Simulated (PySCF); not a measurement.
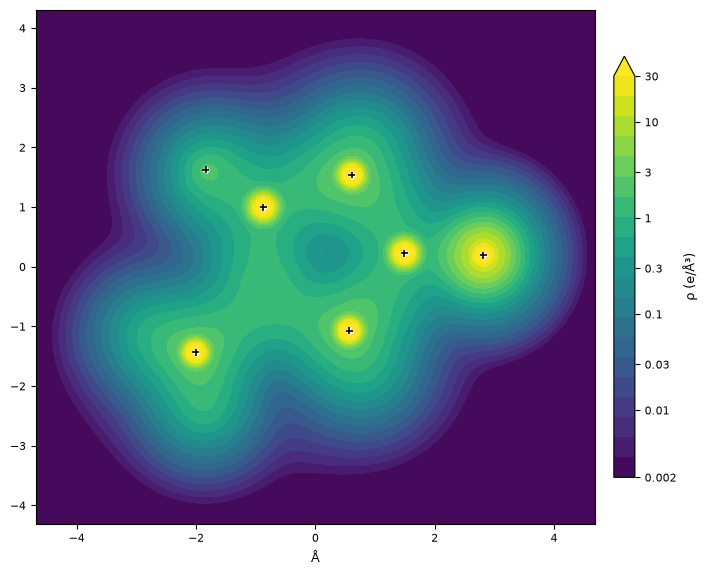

The electron density on a plane through atoms (crosses mark nuclei in the plane).

Method: PBE0/pcSseg-1, SCF density, gas phase, non-relativistic in PySCF 2.14.0.

Candidates:
A. C5H8B2
B. C5H11B2F
C. C5H7NOSi (SMILES [SiH3]/C=C/c1ncco1)

### Which system is this?

Candidate B: C5H11B2F on the plane of atoms C2, B3 and F4, which holds C, B, F and H. B–F (1.32 Å): the density is about 2.2 e/Å³ at the midpoint. C–B (1.58 Å): the density is about 1.4 e/Å³ at the midpoint.
